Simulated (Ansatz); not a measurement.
Breaking a bond in CH5O+ (SMILES C[OH2+])

CH5O+ has 7 atoms, charge +1, and is taken as a singlet. SMILES: `C[OH2+]`. The shape is that of a PBE0-D4/def2-TZVP optimisation.

```jsonl
{"atom": "C", "x (Å)": "-0.3102", "y (Å)": "-0.4436", "z (Å)": "-0.3331"}
{"atom": "O", "x (Å)": "0.3093", "y (Å)": "0.5087", "z (Å)": "0.6432"}
{"atom": "H", "x (Å)": "-0.0134", "y (Å)": "-1.4297", "z (Å)": "0.0116"}
{"atom": "H", "x (Å)": "-1.3807", "y (Å)": "-0.2926", "z (Å)": "-0.2300"}
{"atom": "H", "x (Å)": "0.0599", "y (Å)": "-0.2101", "z (Å)": "-1.3282"}
{"atom": "H", "x (Å)": "0.0589", "y (Å)": "1.4404", "z (Å)": "0.5102"}
{"atom": "H", "x (Å)": "1.2762", "y (Å)": "0.4269", "z (Å)": "0.7263"}
```

The C1–H4 distance is scanned; the parts on either side stay rigid. Basis STO-3G, 2 core orbitals frozen in the correlated methods; program Ansatz 0.2.0. FCI is exact within this basis and core. Energies in eV from each method's value at 1.086 Å; methods without a U are spin-restricted. The shape above is that at 1.086 Å.

| distance (Å) | BLYP | CAM-B3LYP | B2PLYP | CCSD(T) | CCSDTQ | FCI |
| --- | --- | --- | --- | --- | --- | --- |
| 1.086 | 0.00 | 0.00 | 0.00 | 0.00 | 0.00 | 0.00 |
| 1.357 | 0.72 | 0.87 | 0.86 | 0.74 | 0.74 | 0.74 |
| 1.629 | 2.27 | 2.63 | 2.61 | 2.33 | 2.33 | 2.33 |
| 2.172 | 5.09 | 5.97 | 5.74 | 4.74 | 4.75 | 4.75 |
| 2.715 | 6.76 | 8.11 | 7.31 | 5.41 | 5.52 | 5.52 |

Departure from the FCI curve at its largest: BLYP +1.23 eV at 2.71 Å; CAM-B3LYP +2.58 eV at 2.71 Å; B2PLYP +1.79 eV at 2.71 Å; CCSD(T) -0.12 eV at 2.71 Å; CCSDTQ within 0.005 eV. Restricted functionals keep the electrons paired too, and rise too high.

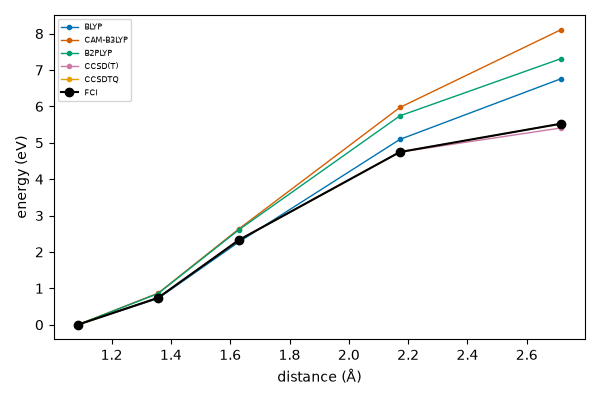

The curves of the table.
